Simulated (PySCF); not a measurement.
System: C3H6BF3Si.

The calculation's input:

```
{"job": {"kind": "nmr", "xc": "BP86", "basis": "pcSseg-1", "pop": false}, "charge": 0, "multiplicity": 1}
B     -1.892580     0.326839     0.586634
C     -0.837229     0.199931    -0.547767
C     -1.200764    -0.053850    -1.813250
Si     0.980517     0.455551    -0.147098
F      1.323313     1.965245     0.285501
F      1.912113     0.315575    -1.450935
C      1.701267    -0.694318     1.197369
F      0.716365    -1.456501     1.798118
H     -2.867663    -0.313120     0.546921
H     -1.713468     1.079408     1.461169
H     -2.238626    -0.178863    -2.081311
H     -0.493340    -0.110764    -2.626972
H      2.183017    -0.131766     2.001803
H      2.427077    -1.403368     0.789818
```

Run with:

```sh
OMP_NUM_THREADS=1 python ens_run.py task.json out
```

Geometry: GFN2-xTB.

Theory: BP86/pcSseg-1, SCF density, gas phase, non-relativistic in PySCF.

Question: What can the converged electron density and electron localisation function tell about the bonding?

Answer: C–C (1.34 Å): the density is about 2.2 e/Å³ at the midpoint; the ELF peaks at about 0.95 between the atoms (a multiple bond).
C–B (1.55 Å): the density is about 1.4 e/Å³ at the midpoint; the ELF peaks at about 0.95 between the atoms (localised, covalent bonding).
Si–F (1.61 Å): ρ is about 1.1 e/Å³ halfway; the ELF peaks at about 0.80 in the valence shell of F, 0.5 Å from its nucleus, and is about 0.50 at the midpoint.
C–Si (1.88 Å): ρ is about 0.95 e/Å³ halfway; the ELF peaks at about 0.95 between the atoms, as expected for localised, covalent bonding.

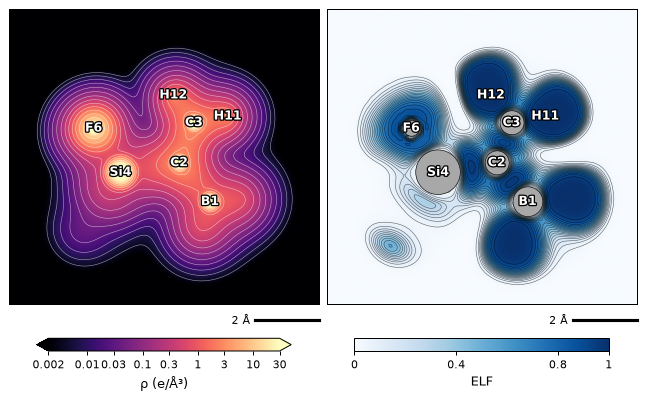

Computed electron density and electron localisation function on the plane of atoms C2, Si4 and F6, in this order. Grey discs cover the atomic cores in the ELF map. 
